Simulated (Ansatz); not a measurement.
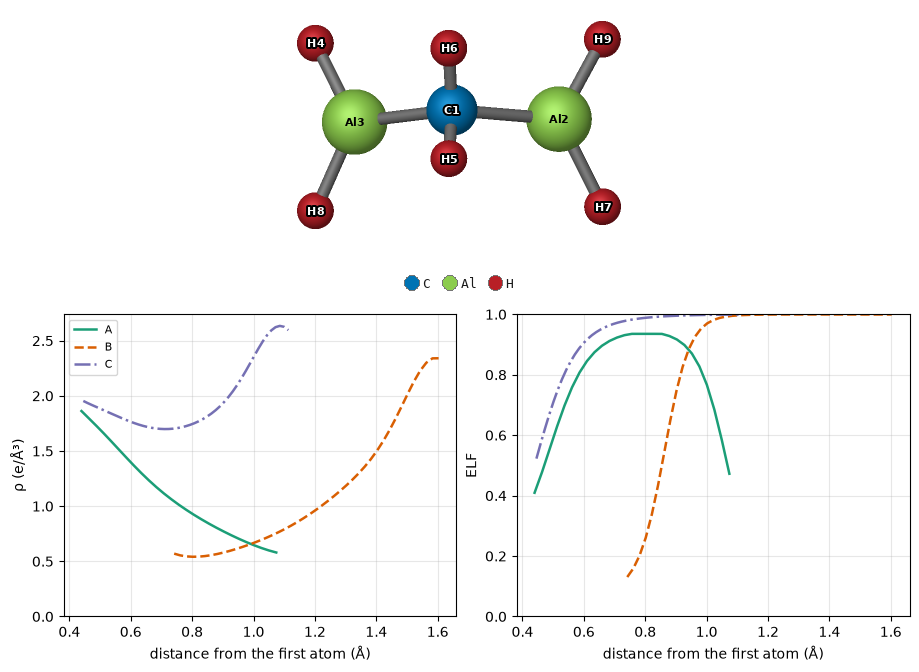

Figure 1: CH6Al2 (SMILES [AlH2][CH2][AlH2]). Total electron density and electron localisation function along straight lines between neighbouring atoms. The curves leave out the atomic cores. The structure is drawn too.

Geometry: PBE-D3(BJ)/def2-SVP.

All numbers below come from isolated molecule in a Gaussian basis; Kohn-Sham density functional theory, functional PBE0 (Ansatz 0.2.0).

```yaml
atoms:
  - { symbol: C, position_ang: [-0.5395, 1.0363, -0.6696] }
  - { symbol: Al, position_ang: [-1.8909, -0.0084, 0.2769] }
  - { symbol: Al, position_ang: [1.3321, 0.5153, -0.4709] }
  - { symbol: H, position_ang: [2.2122, 1.1298, 0.7197] }
  - { symbol: H, position_ang: [-0.7816, 0.9768, -1.7548] }
  - { symbol: H, position_ang: [-0.6260, 2.0858, -0.3079] }
  - { symbol: H, position_ang: [-2.5517, -1.2882, -0.4267] }
  - { symbol: H, position_ang: [1.9770, -0.5537, -1.4764] }
  - { symbol: H, position_ang: [-2.3122, 0.3930, 1.7706] }
```

> Which curve belongs to which contact (Al–H, C–Al and C–H)? The first atom named is at distance zero.

Curve A: C–Al (1.95 Å): the density is about 0.67 e/Å³ at the midpoint; the ELF peaks at about 0.95 between the atoms; a polar covalent bond. Curve B: Al–H (1.60 Å): the density is about 0.54 e/Å³ at the midpoint; the ELF climbs to about 1 towards the hydrogen. Curve C: C–H (1.11 Å): ρ at the midpoint is about 1.8 e/Å³; the ELF climbs to about 1 towards the hydrogen; a covalent bond by its length.
